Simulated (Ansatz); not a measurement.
**AlH$_{3}$NO (SMILES [NH2][Al][OH]) (doublet): density, localisation and related maps**

```xyz
6

Al   -1.6720    0.3021   -2.9431
N    -1.4848   -0.1318   -1.2283
O    -3.1522    1.0824   -3.3477
H    -0.6809   -0.5935   -0.8223
H    -2.1844    0.0554   -0.5170
H    -3.3788    1.3683   -4.2364
```

Geometry: PBE0-D3(BJ)/pcseg-1.

Theory: isolated molecule in a Gaussian basis; Kohn-Sham density functional theory, functional PBE0 (Ansatz).

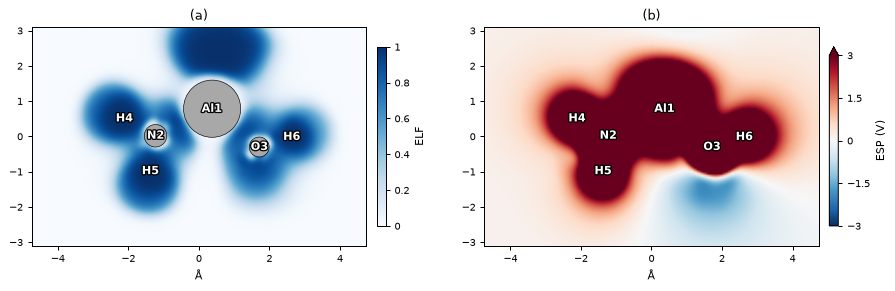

Figure 1. (a) ELF; (b) electrostatic potential on the molecular plane. Grey discs cover the atomic cores in the ELF map.

> Interpret the plot.

Atoms in the plane: Al, N, O and H.
Al–O (1.72 Å): the ELF peaks at about 0.90 in the valence shell of O, 0.6 Å from its nucleus, and is about 0.50 at the midpoint.
Al–N (1.78 Å): the ELF peaks at about 0.90 in the valence shell of N, 0.7 Å from its nucleus, and is about 0.65 at the midpoint.
O–H (0.96 Å): the ELF climbs to about 1 towards the hydrogen, as it does in any bond to H: a covalent bond by its length.
N–H (1.01 Å): the ELF climbs to about 1 towards the hydrogen: an ordinary covalent bond to hydrogen.
The ELF also peaks beside O3, away from the bonds: non-bonding electrons, paired or unpaired.
Outside the dense part of the molecule the potential is most negative (−1.9 V) near O3.

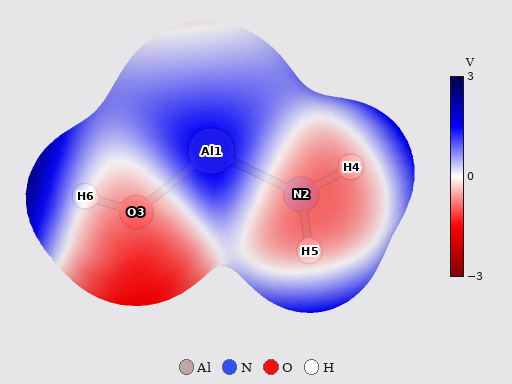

Figure 2. The electrostatic potential painted on the density surface at 0.002 e/bohr³, seen across its widest extent; red is negative and blue positive.

> Which sites attract a positive test charge, and which a negative one?

A positive charge is drawn to the negative regions and a negative charge to the positive ones. The most negative region (about −1.5 V) lies over O3, the most positive (about +2.3 V) over H6. O3 is the likeliest acceptor of a hydrogen bond.

> What dipole moment does the calculation give?

Its dipole moment is 0.86 D.

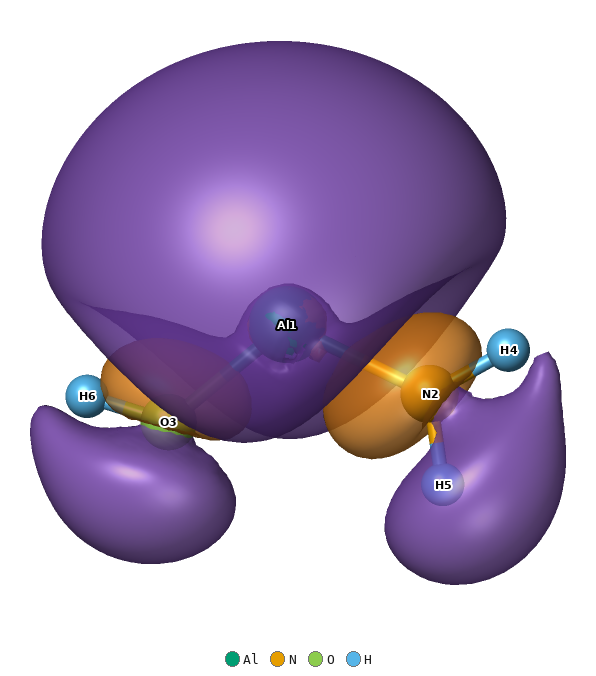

Figure 3. The LUMO (β) at ±0.04 Å⁻³ᐟ² (orange and purple are the two phases), seen at a tilt.

> Where does this orbital lie, and at what energy?

It lies mainly on Al1 (about 80 %), O3 (about 10 %) and N2 (about 5 %); it is symmetric in the molecular plane (an in-plane orbital: σ, lone-pair or in-plane π type). Its energy is −2.32 eV.

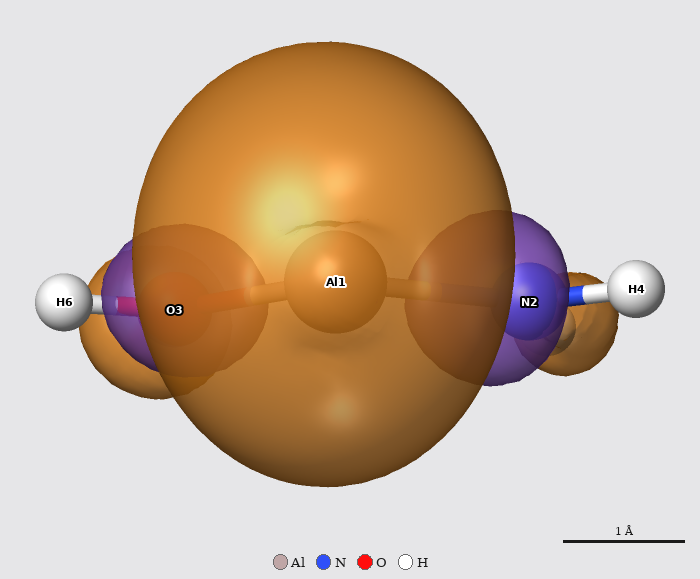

Figure 4. One frontier orbital at ±0.1 Å⁻³ᐟ² (orange and purple are the two phases), seen from one side.

> Which orbital is it: HOMO (α) or LUMO (α)?

The HOMO (α), at −5.80 eV. It lies mainly on Al1 (about 80 %), O3 (about 10 %) and N2 (about 5 %); it is symmetric in the molecular plane (an in-plane orbital: σ, lone-pair or in-plane π type).
